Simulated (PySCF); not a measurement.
BrH3Si, SMILES `Br[SiH3]`.

Method: PBE/def2-TZVP; geometry: GFN2-xTB; program: PySCF. No frequency check shows the geometry to be a minimum. GFN2-xTB bond lengths at metals and heavier atoms can be off by up to 0.1 Å and shapes distorted, which carries into these values.

Cartesian coordinates (Å):

```
Br1     -0.7452   -0.0000    0.0000
Si2      1.4653    0.0001    0.0002
H3       1.8551   -1.1225   -0.8392
H4       1.8588   -0.1663    1.3866
H5       1.8549    1.2884   -0.5523
```

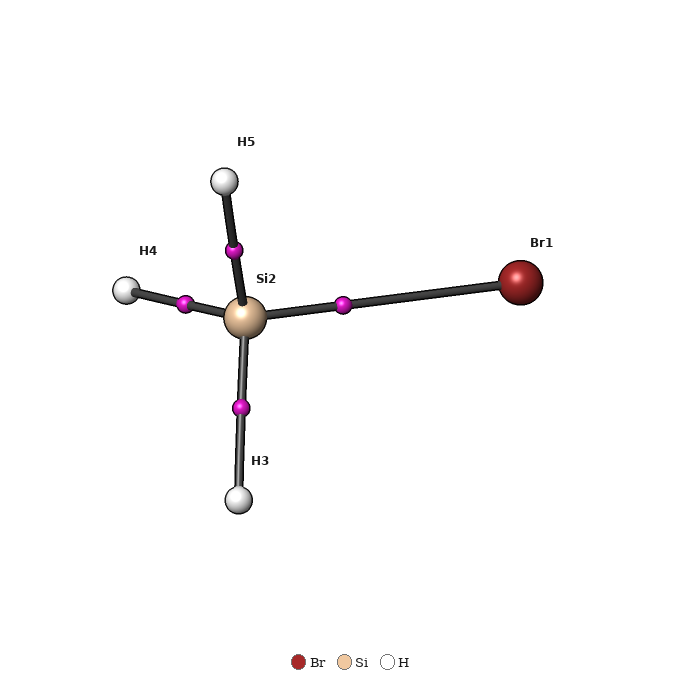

Molecular graph of the electron density (QTAIM): bond paths, bond critical points (magenta), ring points (cyan, if any); weak paths are dashed.

Question: How many critical points of each kind are there, and does the count close?

Answer: 5 nuclei, 4 bond, 0 ring and 0 cage critical points: 5 − 4 + 0 − 0 = 1, as the Poincaré–Hopf relation requires.

Question: Give the properties at the bond critical points.

Answer:
```csv
bond,length (Å),ρ (a.u.),∇²ρ (a.u.),ε,H (a.u.)
Si2–H4,1.451,0.129,+0.17,0.00,−0.082
Si2–H3 (2 alike),1.455,0.128,+0.17,0.00,−0.082
Br1–Si2,2.211,0.089,+0.08,0.00,−0.050
```

Question: What kind of interaction is Si2–H3?

Answer: Polar or intermediate (positive Laplacian, negative energy density H): ρ = 0.128, ∇²ρ = +0.17, H = −0.082 a.u.

The PySCF run took 7.9 s on 1 thread of Intel(R) Xeon(R) Platinum 8488C (Sapphire Rapids), on a shared host, peak memory 0.38 GiB.
